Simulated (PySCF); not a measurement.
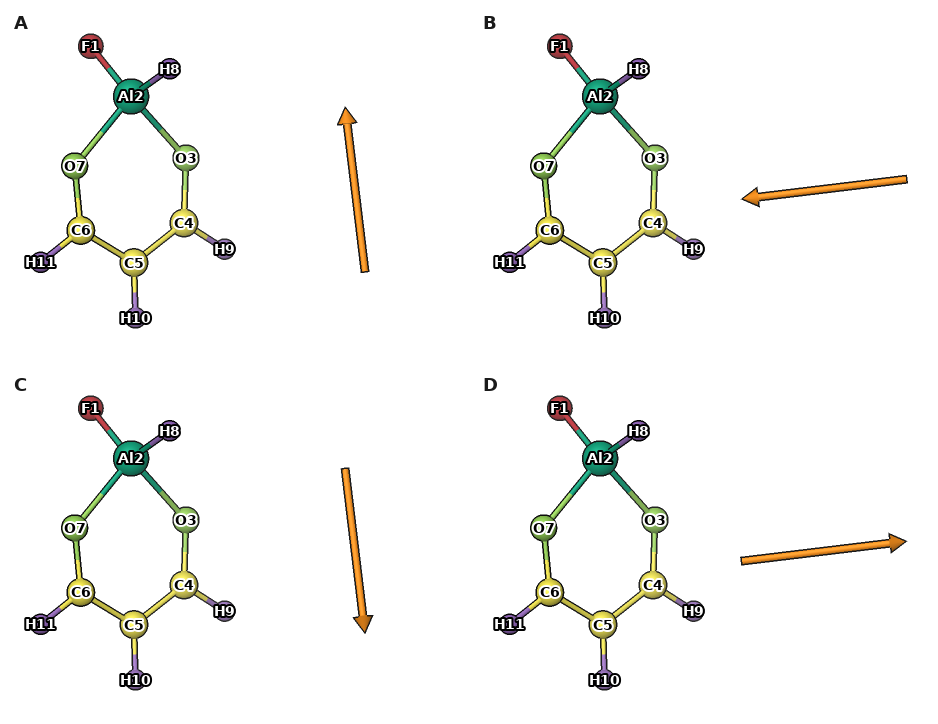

The same molecule four times, each with an arrow. Computed geometry: GFN2-xTB optimisation. No frequency run is at hand to confirm it as a minimum. Method: CAM-B3LYP/def2-SVPD, gas phase (PySCF 2.14.0).

Which arrow points along the dipole moment, from the negative to the positive end?

Answer. C. The dipole moment is 5.37 D; it points from the side of F1 to the side of H10 (the outermost atoms at the two ends).

The geometry is semi-empirical. Around Al such bond lengths and angles can be off by a tenth of an ångström or more and by several degrees, and values that hang on the shape move with them.
